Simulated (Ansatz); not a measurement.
**Frequency calculation of CH9FOSi**

- system: CH9FOSi
- method: RKS B3LYP-D4/def2-SVP (Ansatz 0.2.0)

It belongs to a series of runs on one base structure; here: vibrations at the highest image of the band. Figures and captions count atoms from 1; the log counts them from 0 in places.

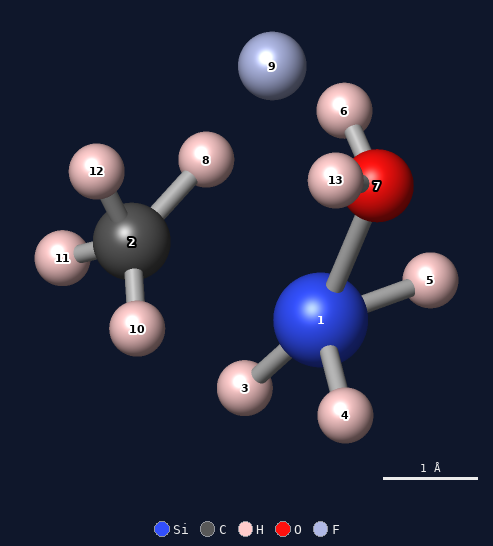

Figure 1. The input geometry (ball-and-stick view, seen at a tilt; atoms are numbered from 1 in the order of the input).

## Key numbers

| quantity | value |
| --- | --- |
| outcome | converged |
| total energy | −13817.6101 eV |
| mean-field energy | −13817.2591 eV |
| largest force (length of the vector) | 0.020 eV/Å |
| hardware | 2 threads of Arm Neoverse V1, 24 GiB of memory available, shared host |
| wall time | 2.3 min (CPU time 4.4 min) |
| peak memory | 0.22 GiB |

## The input
```yaml
crystal:
  periodic: [false, false, false]
  atoms:
    - { symbol: Si, position_ang: [-0.945364, -0.550077, -0.472427] }
    - { symbol: C, position_ang: [1.212607, 0.059637, -0.508389] }
    - { symbol: H, position_ang: [-0.376463, -1.703928, -1.251371] }
    - { symbol: H, position_ang: [-1.619883, 0.288547, -1.501832] }
    - { symbol: H, position_ang: [-1.84422, -1.251367, 0.4795] }
    - { symbol: H, position_ang: [-0.435415, 0.501749, 1.563731] }
    - { symbol: O, position_ang: [-1.084716, 0.941676, 0.845472] }
    - { symbol: H, position_ang: [0.809793, -0.301631, 0.679355] }
    - { symbol: F, position_ang: [0.520209, -0.391827, 1.903175] }
    - { symbol: H, position_ang: [0.791886, 0.461154, -1.446605] }
    - { symbol: H, position_ang: [1.893496, -0.752585, -0.797241] }
    - { symbol: H, position_ang: [1.782167, 0.903788, -0.079683] }
    - { symbol: H, position_ang: [-0.704099, 1.794661, 0.586313] }
basis:
  gaussian: { orbitals: def2-SVP }
hamiltonian:
  xc: b3lyp
  dispersion: d4
phonons: {}
```

Command:
```bash
ansatz run input.yaml --threads 2 --pin off --max-ram 3072MiB --backend cpu --events-out ev --progress --plain --runs-dir out
```

## The program's output
```
Engine: ansatz 0.2.0, aarch64-unknown-linux-gnu
Functional definition: B3LYP
  parameter a0 = 0.2
  parameter ax = 0.72
  parameter ac = 0.81
  exchange = (1 - a0 - ax)*slater_x + ax*b88_x + a0*exact_x
  correlation = (1 - ac)*vwn_rpa_c + ac*lyp_c
1117 factors; integrals over basis functions are off by at most 3.4e-4 eV
mean field evaluation 1: about -13809.9386 eV, gradient 6.1e1 eV
mean field evaluation 2: about -13804.7013 eV, gradient 8.1e1 eV
mean field evaluation 4: about -13817.2268 eV, gradient 3.2e0 eV
mean field evaluation 8: about -13817.2589 eV, gradient 1.1e-1 eV
mean field evaluation 16: about -13817.2589 eV, gradient 1.2e-5 eV
mean field -13817.25887420 eV, -507.7748979524 hartree, gradient 1.2e-5 eV, S^2 0.000000; 0 other end points of the search recorded, 0 dependent functions left out
the calculation of the forces begins
reference -13817.25911388 eV, -507.7749067605 hartree; 23, 23 occupied and 82, 82 virtual orbitals, 1117 factors
these checks for a lower state are left out or cut short: stability, starts, cluster_reference, orbital_swaps, neighbouring_geometries, increment
1117 factors; integrals over basis functions are off by at most 3.4e-4 eV
mean field -13817.25878115 eV, -507.7748945331 hartree, gradient 1.4e-6 eV, S^2 0.000000; 0 other end points of the search recorded, 0 dependent functions left out
[... from here on the field's lines of each further geometry are left out, up to the last ...]
the calculation of the forces begins
reference -13817.25909619 eV, -507.7749061105 hartree; 23, 23 occupied and 82, 82 virtual orbitals, 1117 factors
these checks for a lower state are left out or cut short: stability, starts, cluster_reference, orbital_swaps, neighbouring_geometries, increment
1117 factors; integrals over basis functions are off by at most 3.4e-4 eV
mean field -13817.25885109 eV, -507.7748971030 hartree, gradient 9.7e-7 eV, S^2 0.000000; 0 other end points of the search recorded, 0 dependent functions left out
the calculation of the forces begins
reference -13817.25909079 eV, -507.7749059119 hartree; 23, 23 occupied and 82, 82 virtual orbitals, 1117 factors
WARN: phonons: modes at or below zero, which the zero-point energy, F, S and C_V leave out: 1, the lowest at -1083.43 cm⁻¹. A minimum has none, and a first-order saddle one
Total energy: -13817.61006026 eV, -507.7878038020 hartree
Atom 0 at    -0.945364    -0.550077    -0.472427 Å, force     0.004122    -0.000943    -0.012979 eV/Å
Atom 1 at     1.212607     0.059637    -0.508389 Å, force    -0.003919     0.002656    -0.007883 eV/Å
Atom 2 at    -0.376463    -1.703928    -1.251371 Å, force    -0.000847    -0.001166    -0.001090 eV/Å
Atom 3 at    -1.619883     0.288547    -1.501832 Å, force     0.002673    -0.003463     0.003490 eV/Å
Atom 4 at    -1.844220    -1.251367     0.479500 Å, force    -0.001666    -0.003774     0.001217 eV/Å
Atom 5 at    -0.435415     0.501749     1.563731 Å, force     0.012015    -0.012687     0.009800 eV/Å
Atom 6 at    -1.084716     0.941676     0.845472 Å, force    -0.005917     0.018999     0.002115 eV/Å
Atom 7 at     0.809793    -0.301631     0.679355 Å, force     0.000328    -0.002509     0.005881 eV/Å
Atom 8 at     0.520209    -0.391827     1.903175 Å, force    -0.004865     0.005838    -0.003268 eV/Å
Atom 9 at     0.791886     0.461154    -1.446605 Å, force    -0.000297    -0.001220     0.001029 eV/Å
Atom 10 at     1.893496    -0.752585    -0.797241 Å, force     0.000580    -0.000658     0.001947 eV/Å
Atom 11 at     1.782167     0.903788    -0.079683 Å, force    -0.000061    -0.000804     0.001347 eV/Å
Atom 12 at    -0.704099     1.794661     0.586313 Å, force    -0.002145    -0.000267    -0.001605 eV/Å
Dipole moment:     0.117492     0.557138    -0.394237 e Å
Vibrations: -1083.43 71.66 241.92 259.56 321.48 367.33 415.76 515.73 544.15 608.22 652.57 665.59 749.69 815.76 859.56 958.22 1035.26 1126.24 1211.43 1245.13 1328.64 1448.84 1507.33 1599.25 1654.64 2136.81 2221.08 2248.52 2355.36 3021.30 3084.37 3156.58 3803.53 cm⁻¹, zero-point energy 2.618019 eV
```

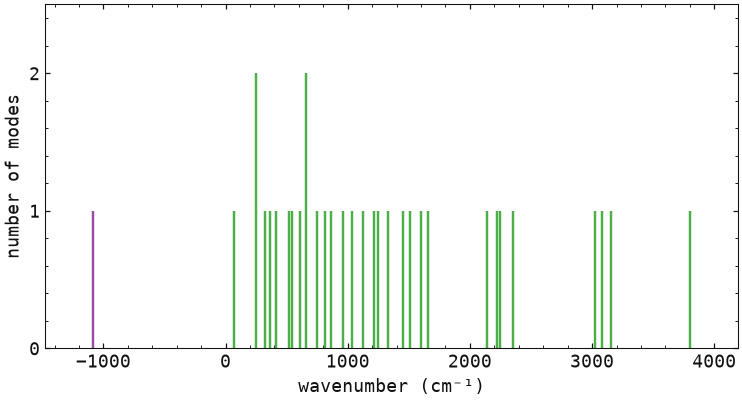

Figure 2. Harmonic vibrational wavenumbers from the force constants; neighbouring modes closer than 22 cm⁻¹ are counted in one stick, and imaginary ones are drawn at negative wavenumbers. 33 modes from 1083i to 3804 cm⁻¹, 1 imaginary beyond 8i (1083i cm⁻¹): a first-order saddle point, if the geometry is stationary.
